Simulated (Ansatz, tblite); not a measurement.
# (H3Sn)2CH2 (CH₈Sn₂): which spin state is lowest

Is the singlet the ground state of (H3Sn)2CH2 (CH₈Sn₂)? Other spin states are computed and compared level by level.

Method: as each input shows; program: Ansatz 0.2.0, Gaussian basis.

Plan: triplet, at the geometry of the singlet (GFN1-xTB, GFN2-xTB, PBE0-D4/def2-TZVP, PBE-D4/def2-TZVP, r2SCAN-D4/def2-TZVP); the singlet's energies come from earlier runs.

1 further run of the same task is left out (set aside as unsound or not needed).

**1. The geometry**

The singlet was relaxed beforehand with PBE0-D4/def2-SVP.

11 atoms, charge 0, spin multiplicity 1.

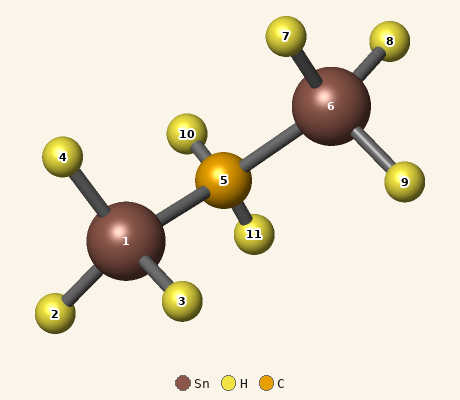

The structure; tin brown, hydrogen yellow, carbon amber; atoms are numbered from 1 in the order of the file.

Sn takes a core potential in the def2 sets. No spin-orbit coupling is included.

**2. Triplet at the fixed geometry, GFN1-xTB**

Tight binding, by tblite at 300 K electronic temperature and without a spin-polarisation term:

```python
tblite.interface.Calculator('GFN1-xTB', numbers, positions, charge=0, uhf=2).singlepoint()
```

Energy -302.9346 eV; 0.007 s.

**3. Triplet at the fixed geometry, GFN2-xTB**

Tight binding, by tblite at 300 K electronic temperature and without a spin-polarisation term:

```python
tblite.interface.Calculator('GFN2-xTB', numbers, positions, charge=0, uhf=2).singlepoint()
```

Energy -275.3028 eV; 0.007 s.

**4. Triplet at the fixed geometry, PBE0-D4/def2-TZVP**

Input file in.yaml:

```yaml
crystal:
  periodic: [false, false, false]
  atoms:
    - {symbol: Sn, position_ang: [1.276289, 0.927225, 0.932547]}
    - {symbol: H, position_ang: [1.762925, 2.572700, 0.987516]}
    - {symbol: H, position_ang: [0.616027, 0.483530, 2.453359]}
    - {symbol: H, position_ang: [2.639485, -0.059292, 0.601151]}
    - {symbol: C, position_ang: [-0.201715, 0.634382, -0.607643]}
    - {symbol: Sn, position_ang: [-1.159140, -1.295868, -0.578805]}
    - {symbol: H, position_ang: [0.029075, -2.523538, -0.413892]}
    - {symbol: H, position_ang: [-2.033203, -1.549612, -2.034659]}
    - {symbol: H, position_ang: [-2.236271, -1.372907, 0.753813]}
    - {symbol: H, position_ang: [0.283984, 0.773857, -1.586025]}
    - {symbol: H, position_ang: [-0.977464, 1.409523, -0.507351]}
basis:
  gaussian: {orbitals: def2-TZVP}
magnetization: {spin_polarized: true, initial_magnetization: 2}
hamiltonian: {xc: pbe0, dispersion: d4}
scf: {omitted_lower_state_checks: [starts]}
output: {orbitals: {seedname: orbitals}}
```

Launch:

```console
$ ansatz run in.yaml --threads 4 --pin off --events-out ev --progress --plain --max-ram 3916MiB
```

What it wrote:

```text
Functional definition: PBE0
  name "PBE0"
  cite "Adamo & Barone, J. Chem. Phys. 110, 6158 (1999) doi:10.1063/1.478522"
  cite "Perdew, Burke & Ernzerhof, Phys. Rev. Lett. 77, 3865 (1996) doi:10.1103/PhysRevLett.77.3865"
  parent pbe
  parameter a = 0.25
  parameter kappa = 0.804
  parameter beta = 0.06672455060314922
  exchange = (1 - a)*pbe_x(kappa = kappa, mu = beta*pi^2/3) + a*exact_x
  correlation = pbe_c(beta = beta)
these checks for a lower state are left out or cut short: starts
1454 factors; their error is unknown
mean field evaluation 1: about -12812.2254 eV, gradient 4.3e1 eV
mean field evaluation 2: about -12787.2681 eV, gradient 7.2e1 eV
mean field evaluation 4: about -12821.9554 eV, gradient 5.8e0 eV
mean field evaluation 8: about -12822.1775 eV, gradient 2.9e-1 eV
mean field evaluation 16: about -12822.3225 eV, gradient 3.4e-3 eV
mean field evaluation 32: about -12822.3225 eV, gradient 2.4e-5 eV
mean field -12822.32246738 eV, -471.2116593938 hartree, gradient 2.4e-5 eV, S^2 2.008443; 0 other end points of the search recorded, 0 dependent functions left out
reference -12822.32252379 eV, -471.2116614669 hartree; 30, 28 occupied and 149, 151 virtual orbitals, 1454 factors
Total energy: -12822.52787051 eV, -471.2192078197 hartree
Checks for a lower state left out: starts
```

It took 9 s on 4 threads of Intel Xeon at 2.70GHz, shared host; peak memory 0.64 GiB.

From the report: HOMO -2.31 eV, LUMO -6.39 eV (over both spins; with the spin held, an empty level of the minority spin lies below the top filled one); ⟨S²⟩ 2.008 (pure: 2.00).

**5. Triplet at the fixed geometry, PBE-D4/def2-TZVP**

start.molden holds the orbitals of an earlier run on this state, given as this run's starting guess.

in.yaml, as its differences from that of step 4:

```diff
@@ -15,5 +15,5 @@
 basis:
-  gaussian: {orbitals: def2-TZVP}
+  gaussian: {orbitals: def2-TZVP, initial_orbitals: start.molden}
 magnetization: {spin_polarized: true, initial_magnetization: 2}
-hamiltonian: {xc: pbe0, dispersion: d4}
+hamiltonian: {xc: pbe, dispersion: d4}
 scf: {omitted_lower_state_checks: [starts]}
```

The command is unchanged.

What it wrote:

```text
Functional definition: PBE
  name "PBE"
  cite "Perdew, Burke & Ernzerhof, Phys. Rev. Lett. 77, 3865 (1996) doi:10.1103/PhysRevLett.77.3865"
  parent pbe
  parameter kappa = 0.804
  parameter beta = 0.06672455060314922
  exchange = pbe_x(kappa = kappa, mu = beta*pi^2/3)
  correlation = pbe_c(beta = beta)
these checks for a lower state are left out or cut short: starts
1308 factors; their error is unknown
mean field evaluation 1: about -12821.5066 eV, gradient 5.1e0 eV
mean field evaluation 2: about -12821.6342 eV, gradient 2.2e-1 eV
mean field evaluation 4: about -12821.6191 eV, gradient 3.3e-2 eV
mean field evaluation 8: about -12821.6191 eV, gradient 1.5e-5 eV
mean field -12821.61912963 eV, -471.1858122082 hartree, gradient 1.5e-5 eV, S^2 2.005600; 0 other end points of the search recorded, 0 dependent functions left out
reference -12821.61920416 eV, -471.1858149471 hartree; 30, 28 occupied and 149, 151 virtual orbitals, 1308 factors
Total energy: -12821.85882371 eV, -471.1946208032 hartree
Checks for a lower state left out: starts
```

Run time: 3.8 s. Hardware: 4 threads of Intel Xeon at 2.70GHz, shared host.

From the report: HOMO -1.81 eV, LUMO -7.16 eV (over both spins; with the spin held, an empty level of the minority spin lies below the top filled one); ⟨S²⟩ 2.006 (pure: 2.00).

**6. Triplet at the fixed geometry, r2SCAN-D4/def2-TZVP**

in.yaml, as its differences from that of step 5:

```diff
@@ -17,3 +17,3 @@
 magnetization: {spin_polarized: true, initial_magnetization: 2}
-hamiltonian: {xc: pbe, dispersion: d4}
+hamiltonian: {xc: r2scan, dispersion: d4}
 scf: {omitted_lower_state_checks: [starts]}
```

The command is unchanged.

What it wrote:

```text
Functional definition: r2SCAN
  name "r2SCAN"
  cite "Furness, Kaplan, Ning, Perdew & Sun, J. Phys. Chem. Lett. 11, 8208 (2020) doi:10.1021/acs.jpclett.0c02405"
  cite "Furness, Kaplan, Ning, Perdew & Sun, J. Phys. Chem. Lett. 11, 9248 (2020) doi:10.1021/acs.jpclett.0c03077"
  parent r2scan
  parameter k0 = 0.174
  parameter k1 = 0.065
  parameter a1 = 4.9479
  exchange = r2scan_x(k0 = k0, k1 = k1, a1 = a1)
  correlation = r2scan_c
these checks for a lower state are left out or cut short: starts
1308 factors; their error is unknown
mean field evaluation 1: about -12827.2367 eV, gradient 4.1e0 eV
mean field evaluation 2: about -12827.2901 eV, gradient 7.2e-2 eV
mean field evaluation 4: about -12827.2741 eV, gradient 4.6e-3 eV
mean field evaluation 8: about -12827.2741 eV, gradient 2.5e-5 eV
mean field -12827.27411952 eV, -471.3936292536 hartree, gradient 2.5e-5 eV, S^2 2.011536; 0 other end points of the search recorded, 0 dependent functions left out
reference -12827.27415034 eV, -471.3936303864 hartree; 30, 28 occupied and 149, 151 virtual orbitals, 1308 factors
Total energy: -12827.33105397 eV, -471.3957215560 hartree
Checks for a lower state left out: starts
```

Wall time 7 s (4 threads of Intel Xeon at 2.70GHz, shared host).

Report: HOMO -1.86 eV, LUMO -6.95 eV (over both spins; with the spin held, an empty level of the minority spin lies below the top filled one); ⟨S²⟩ 2.012 (pure: 2.00).

**7. Triplet less singlet, vertical**

The singlet's energies are those of its earlier runs, whose logs aren't repeated here.

| level | triplet less singlet, vertical (kJ/mol) | time |
| --- | --- | --- |
| GFN1-xTB | +595.7 | 0.014 s |
| GFN2-xTB | +573.3 | 0.012 s |
| PBE-D4/def2-TZVP | +543.6 | 6.5 s |
| r2SCAN-D4/def2-TZVP | +560.0 | 10 s |
| PBE0-D4/def2-TZVP | +573.6 | 12 s |

Times add the two runs; a level without a time comes out of a correlated run. Tight binding without a spin term can't rank spin states.

**8. Outcome**

| quantity | value |
| --- | --- |
| triplet less singlet, vertical, functionals in def2-TZVP | +543.6 (PBE-D4) to +573.6 kJ/mol (PBE0-D4) |

What this shows: All functionals put the triplet above the singlet, over a spread of 30.1 kJ/mol. The checks for a lower triplet were left out, so another state of that spin may lie lower. These are electronic energies, without zero-point motion, entropy or surroundings.
